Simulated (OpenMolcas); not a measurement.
**AlH3O: single-point calculation**

- system: AlH3O, SMILES [OH][AlH2]
- method: PBE/STO-3G, RKS (OpenMolcas 26.06)

The geometry comes from this level: GFN2-xTB.

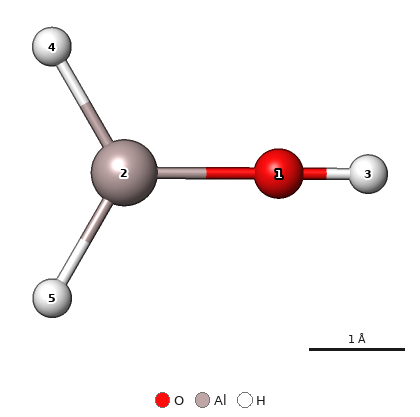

*The structure (ball-and-stick view, seen on its broad side; atoms are numbered from 1 in the order of the input). Sticks mark near contacts.*

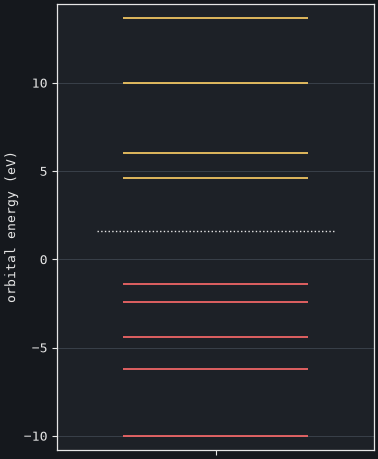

*Orbital energies near the frontier; the dotted line parts filled from empty levels, and levels within 0.02 eV of each other stand side by side.*

Highest filled −1.41 eV, lowest empty 4.59 eV, 6.00 eV apart.

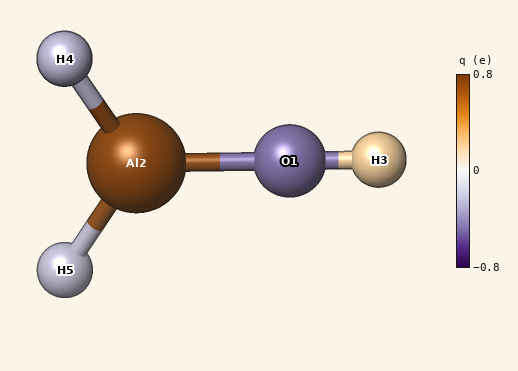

*Mulliken charges, as the colour of each atom (ball-and-stick view, seen at a tilt; atoms are numbered from 1 in the order of the input).*

By element: O −0.49, Al +0.77 and H −0.24 to +0.21 e.

These pictures come from the run below.

## The input
```
* AlH3O Kohn-Sham DFT
&GATEWAY
BASLIB=$CurrDir
COORD=input.xyz
BASIS=STO-3G
GROUP=NoSym
&SEWARD
GRIDINPUT
Grid=UltraFine
End of Grid
&SCF
KSDFT=PBE
THRESHOLDS=1e-10 1e-07 1e-07 1e-05
PRORBITALS=1 1
```

## File input.xyz
```
5

O      0.466850    -0.840530     0.530140
Al    -0.229260     0.411010    -0.259630
H      0.871080    -1.565960     0.987920
H     -1.146160     0.148040    -1.457320
H      0.037500     1.847440     0.198890
```

Command:
```bash
export MOLCAS_MEM=1860
pymolcas job.inp > job.log
```

## Output
```
--- Start Module: gateway ---

                                              &GATEWAY

                       available to each process: 1.9 GB of memory, 1 thread

 Basis Set     1 Label: O.STO-3G
 Basis set is read from library:.
 basistype.tbl is not found

 Basis Set     2 Label: AL.STO-3G
 Basis set is read from library:.
 basistype.tbl is not found

 Basis Set     3 Label: H.STO-3G
 Basis set is read from library:.
 basistype.tbl is not found

++    Symmetry information:
      ---------------------

                    Character Table for C1

                             E
                    a        1  x, y, xy, Rz, z, xz, Ry, yz, Rx, I
--

++    Basis set information:
      ----------------------

      Basis set label: O.STO-3G.........

      Electronic valence basis set:
      ------------------
      Associated Effective Charge   8.000000 au
      Associated Actual Charge      8.000000 au
      Nuclear Model: Point charge

      Shell  nPrim  nBasis  Cartesian Spherical Contaminant
         s       6       2        X
         p       3       1        X

      Basis set label: AL.STO-3G.........

      Electronic valence basis set:
      ------------------
      Associated Effective Charge  13.000000 au
      Associated Actual Charge     13.000000 au
      Nuclear Model: Point charge

      Shell  nPrim  nBasis  Cartesian Spherical Contaminant
         s       9       3        X
         p       6       2        X

      Basis set label: H.STO-3G.........

      Electronic valence basis set:
      ------------------
      Associated Effective Charge   1.000000 au
      Associated Actual Charge      1.000000 au
      Nuclear Model: Point charge

      Shell  nPrim  nBasis  Cartesian Spherical Contaminant
         s       3       1        X
--

++    Molecular structure info:
      -------------------------

                    ************************************************
                    **** Cartesian Coordinates / bohr, angstrom ****
                    ************************************************

     Center  Label                x              y              z                     x              y              z
        1      O1               0.882219      -1.588372       1.001819              0.466850      -0.840530       0.530140
        2      AL2             -0.433239       0.776696      -0.490630             -0.229260       0.411010      -0.259630
        3      H3               1.646103      -2.959236       1.866898              0.871080      -1.565960       0.987920
        4      H4              -2.165928       0.279755      -2.753936             -1.146160       0.148040      -1.457320
        5      H5               0.070865       3.491156       0.375848              0.037500       1.847440       0.198890

                    ***************************************
                    *    InterNuclear Distances / bohr    *
                    ***************************************

               1 O1            2 AL2           3 H3            4 H4            5 H5
    1 O1       0.000000
    2 AL2      3.090530        0.000000
    3 H3       1.791968        4.882498        0.000000
    4 H4       5.185248        2.893392        6.809901        0.000000
    5 H5       5.181866        2.893647        6.805303        5.011176        0.000000

                    *******************************************
                    *    InterNuclear Distances / angstrom    *
                    *******************************************

               1 O1            2 AL2           3 H3            4 H4            5 H5
    1 O1       0.000000
    2 AL2      1.635438        0.000000
    3 H3       0.948268        2.583707        0.000000
    4 H4       2.743915        1.531117        3.603644        0.000000
    5 H5       2.742125        1.531252        3.601211        2.651800        0.000000

                    **************************************
                    *    Valence Bond Angles / degree    *
                    **************************************
                          Atom centers                 Phi
                      4 H4       2 AL2      5 H5       119.98
--

            Nuclear Potential Energy             53.34374416 au

--- Stop Module: gateway /rc=_RC_ALL_IS_WELL_ ---

--- Start Module: seward ---

                                              &SEWARD

                       available to each process: 1.9 GB of memory, 1 thread

               SEWARD will generate:
                  Multipole Moment integrals up to order  2
                  Kinetic Energy integrals
                  Nuclear Attraction integrals (point charge)
                  One-Electron Hamiltonian integrals
                  Velocity integrals
                  Orbital angular momentum around (  0.0428  -0.0789   0.0494 )
                  Velocity quadrupole around (  0.0428  -0.0789   0.0494 )
                  Two-Electron Repulsion integrals

                   Integrals are discarded if absolute value <: 1.00E-14
                   Integral cutoff threshold is set to       <: 1.00E-16

            Nuclear Potential Energy             53.34374416 au

      Basis set specifications :
      Symmetry species         a
      Basis functions           17

--- Stop Module: seward /rc=_RC_ALL_IS_WELL_ ---

--- Start Module: scf ---

                                                &SCF

                       available to each process: 1.9 GB of memory, 1 thread

 ###############################################################################
 ###     Minimized-density-differences option turned off!                    ###
 ###############################################################################
++    Input section:
      --------------

      Header of the integral files:

      Cartesian coordinates in angstrom:
      -----------------------------------------------------
      No.  Label        X            Y            Z
      -----------------------------------------------------
       1   O1         0.46685000  -0.84053000   0.53014000
       2   AL2       -0.22926000   0.41101000  -0.25963000
       3   H3         0.87108000  -1.56596000   0.98792000
       4   H4        -1.14616000   0.14804000  -1.45732000
       5   H5         0.03750000   1.84744000   0.19889000
      -----------------------------------------------------
      Nuclear repulsion energy =   53.34374416
--

++    Orbital specifications:
      -----------------------

      Symmetry species               1
                                     a
      Frozen orbitals                0
      Occupied orbitals             12
      Secondary orbitals             5
      Deleted orbitals               0
      Total number of orbitals      17
      Number of basis functions     17
--

      Molecular charge                           0.000

      Numerical integration parameters
      --------------------------------
      Radial quadrature type:                         MHL
      Size of radial grid:                            99
      Lebedev angular grid:                           41
      Angular grid pruned with the crowding factor:  1.00E+10
                                 and fading factor:  1.00E+01
      Screening threshold for integral computation:   1.00E-11
      Radial quadrature accuracy:                     1.00E-25
      Maximum batch size:                             128
      AO values are stored on disk
      The same grid will be used for all iterations.

      DFT functional specifications
      -----------------------------
      Using Libxc version: 6.2.2
      Please cite the following reference:
      S. Lehtola, C. Steigemann, M. J.T. Oliveira, and M. A.L. Marques.,  SoftwareX 7, 1–5 (2018) doi:10.1016/j.softx.2017.11.002

      * Perdew, Burke & Ernzerhof
        - J. P. Perdew, K. Burke, and M. Ernzerhof.,  Phys. Rev. Lett. 77, 3865 (1996) doi:10.1103/PhysRevLett.77.3865
        - J. P. Perdew, K. Burke, and M. Ernzerhof.,  Phys. Rev. Lett. 78, 1396 (1997) doi:10.1103/PhysRevLett.78.1396
      * Perdew, Burke & Ernzerhof
        - J. P. Perdew, K. Burke, and M. Ernzerhof.,  Phys. Rev. Lett. 77, 3865 (1996) doi:10.1103/PhysRevLett.77.3865
        - J. P. Perdew, K. Burke, and M. Ernzerhof.,  Phys. Rev. Lett. 78, 1396 (1997) doi:10.1103/PhysRevLett.78.1396

++    Optimization specifications:
      ----------------------------

      SCF Algorithm: Conventional
      D(i)-D(i-1) density differences are used
      Number of density matrices in core                 5
      Maximum number of NDDO SCF iterations            400
      Maximum number of HF SCF iterations              400
      Threshold for SCF energy change             1.00E-10
      Threshold for density matrix                1.00E-07
      Threshold for Fock matrix                   1.00E-07
      Threshold for linear dependence             1.00E-09
      Threshold at which DIIS is turned on        1.50E-01
      Maximum depth in the DIIS procedure                5
      Maximum depth in the BFGS Hessian update          30
      Threshold at which QNR/C2DIIS is turned on  7.50E-02
      Threshold for Norm(delta) (QNR/C2DIIS)      1.00E-05
      All orbitals punched on: SCFORB
--

      Input vectors read from INPORB
      Orbital file label: *Guess orbitals

++ Convergence information
                                   PBE        iterations: Energy and convergence statistics

Iter     Tot. PBE        One-elec.       Two-elec.     Energy      Max Dij or  Max Fij      DNorm      TNorm      AccCon     Time
         Energy          Energy          Energy        Change      Delta Norm                                                in Sec.
   1  -314.943319524  -576.318471103   208.031407421   0.00E+00    9.35E-01*   1.75E-01*    7.06E+00   7.27E+01   None         0.
   2  -313.908685318  -571.347546810   204.095117334   1.03E+00*   2.93E-01*   1.14E-01*    4.00E+00   7.26E+01   EDIIS        0.
   3  -315.195432802  -574.816132762   206.276955803  -1.29E+00*   2.71E-01*   4.55E-02*    1.54E+00   7.26E+01   EDIIS        0.
   4  -315.188940185  -574.971659358   206.438975016   6.49E-03*   5.15E-02*   2.36E-02*    8.27E-01   7.25E+01   EDIIS        0.
   5  -315.211437559  -574.710741429   206.155559712  -2.25E-02*   3.34E-02*   7.63E-03*    1.93E-01   7.26E+01   c2DIIS       0.
   6  -315.211521301  -574.981815293   206.426549834  -8.37E-05*   2.93E-02*   5.77E-03*    1.30E-01   7.26E+01   QNRc2DIIS    0.
   7  -315.211209985  -574.670772192   206.115818049   3.11E-04*   1.84E-02*   1.07E-02*    1.42E-01   7.26E+01   QNRc2DIIS    0.
   8  -315.211800480  -574.818454759   206.262910121  -5.90E-04*   3.26E-03*   1.88E-03*    8.51E-02   7.26E+01   QNRc2DIIS    0.
   9  -315.211821934  -574.841451129   206.285885037  -2.15E-05*   1.28E-04*   6.67E-05*    1.51E-02   7.26E+01   QNRc2DIIS    0.
  10  -315.211821972  -574.839832459   206.284266329  -3.85E-08*   8.13E-05*   2.36E-05*    6.37E-04   7.26E+01   QNRc2DIIS    0.
  11  -315.211821973  -574.839633813   206.284067682  -6.85E-10*   3.74E-05*   1.91E-05*    3.60E-04   7.26E+01   QNRc2DIIS    0.
  12  -315.211821975  -574.839713982   206.284147849  -1.48E-09*   1.84E-07    1.78E-07*    1.65E-04   7.26E+01   QNRc2DIIS    0.
  13  -315.211821975  -574.839712774   206.284146642   0.00E+00    3.34E-08    1.39E-08     9.85E-07   7.26E+01   QNRc2DIIS    0.

       Convergence after  13 Iterations
--

 *****************************************************************************************************************************
 *                                             SCF/KS-DFT Program, Final results                                             *
 *                                                       Final Results                                                       *
 *****************************************************************************************************************************

::    Total KS-DFT energy                            -315.2118219746
      One-electron energy                            -574.8397127744
      Two-electron energy                             206.2841466422
      Nuclear repulsion energy                         53.3437441576
      Kinetic energy (interpolated)                   310.2448972213
      Virial theorem                                    1.0160096904
      Total spin, S(S+1)                                0.0000000000
      Total spin, S                                     0.0000000000
      Max non-diagonal density matrix element           0.0000000360
      Max non-diagonal Fock matrix element              0.0000000088

      All orbitals with orbital energies smaller than  E(LUMO)+0.5 are printed

++    Molecular orbitals:
      -------------------

      Title: RKS-DFT orbitals

      Molecular orbitals for symmetry species 1: a

          Orbital            1         2         3         4         5         6         7         8         9        10
          Energy          -54.7229  -18.3727   -3.7113   -2.2605   -2.2555   -2.2519   -0.7653   -0.3673   -0.2276   -0.1616
          Occ. No.          2.0000    2.0000    2.0000    2.0000    2.0000    2.0000    2.0000    2.0000    2.0000    2.0000

          Orbital           11        12        13        14        15        16        17
          Energy           -0.0887   -0.0517    0.1687    0.2224    0.3674    0.5024    0.5447
          Occ. No.          2.0000    2.0000    0.0000    0.0000    0.0000    0.0000    0.0000

--

++    Molecular charges:
      ------------------

      Mulliken charges per centre and basis function type
      ---------------------------------------------------

                O1      AL2     H3      H4      H5
      1s       3.6953  4.9828  0.7893  1.2420  1.2422
      2px      1.6627  2.3554  0.0000  0.0000  0.0000
      2pz      1.6686  2.4270  0.0000  0.0000  0.0000
      2py      1.4660  2.4688  0.0000  0.0000  0.0000
      Total    8.4927 12.2339  0.7893  1.2420  1.2422

      N-E     -0.4927  0.7661  0.2107 -0.2420 -0.2422

      Total electronic charge=   24.000000

      Total            charge=   -0.000000
--

++    Molecular properties:
      ---------------------

      Charge (e):
                      =   -0.0000
      Dipole Moment (debye):
      Origin of the operator (angstrom)=    0.0227   -0.0418    0.0261
                   X=  6.5174E-01               Y= -1.1793E+00               Z=  7.4059E-01           Total=  1.5375E+00
      Quadrupole Moment (debye*angstrom):
      Origin of the operator (angstrom)=    0.0227   -0.0418    0.0261
                  XX= -1.5093E+01              XY= -9.9457E-01              XZ= -1.7626E+00              YY= -1.6826E+01
                  YZ= -1.5188E+00              ZZ= -1.6170E+01
      In traceless form (debye*angstrom)
                  XX=  1.4048E+00              XY= -1.4918E+00              XZ= -2.6439E+00              YY= -1.1941E+00
                  YZ= -2.2782E+00              ZZ= -2.1075E-01
--

--- Stop Module: scf /rc=_RC_ALL_IS_WELL_ ---
--- Module scf spent 2 seconds ---

.##################.
.# Happy landing! #.
.##################.

    Timing: Wall=3.74 User=2.92 System=0.79
```

## Results in brief

- outcome: converged
- total energy: −315.211822 hartree
- basis functions: 17
- HOMO: −1.41 eV
- LUMO: 4.59 eV
- dipole moment: 1.54 debye
- hardware: 1 thread of Intel Xeon (Sapphire Rapids), 64 GiB of memory available, shared host
- wall time: 4.2 s
- peak memory: 0.37 GiB
